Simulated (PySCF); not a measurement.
| atom | x (Å) | y (Å) | z (Å) |
| --- | --- | --- | --- |
| C | 2.5688 | -0.5055 | -0.4053 |
| Si | 1.4752 | 0.7978 | 0.4298 |
| N | -0.2083 | 0.3809 | 0.1938 |
| C | -1.2560 | 0.8691 | 0.9291 |
| C | -2.4277 | 0.3968 | 0.4224 |
| C | -2.0965 | -0.4168 | -0.6875 |
| C | -0.7394 | -0.3973 | -0.8004 |
| H | 2.4994 | -0.4692 | -1.4888 |
| H | 2.2889 | -1.5084 | -0.0859 |
| H | 3.6092 | -0.3480 | -0.1383 |
| H | 1.6555 | 0.9299 | 1.8754 |
| H | -1.0738 | 1.5133 | 1.7664 |
| H | -3.4135 | 0.5994 | 0.7931 |
| H | -2.7848 | -0.9483 | -1.3154 |
| H | -0.1015 | -0.8856 | -1.5103 |

Geometry: GFN2-xTB.

The calculation used PySCF, UKS B3LYP, pcH-1 on C H N Si, non-relativistic, mean-field spin-orbit, GIAO.

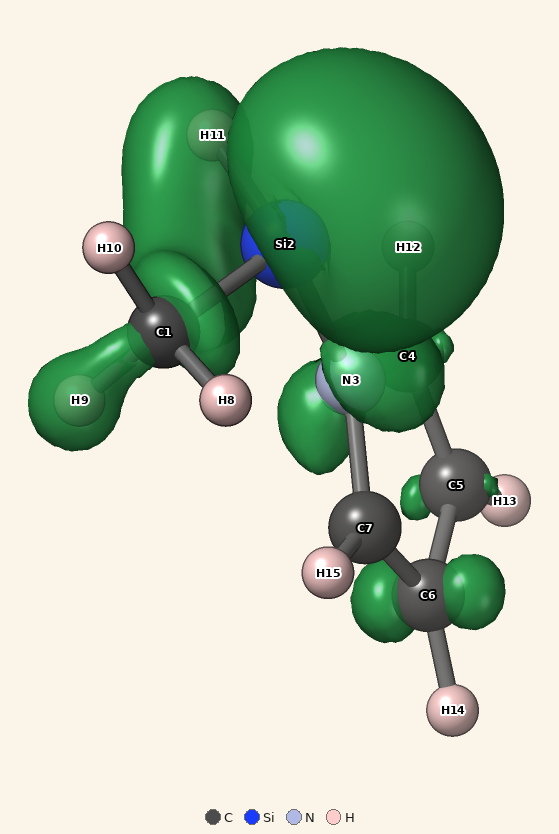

C5H8NSi (SMILES C[SiH]n1cccc1) (doublet). Isosurfaces of the spin density at +0.015 (green) and −0.015 e/Å³ (red), seen at an oblique angle.

> Where is the unpaired spin?

The unpaired spin (1 electron) lies mostly on Si2 (about 0.7), in electrons by Hirshfeld's partition. Only one sign reaches the isovalue.
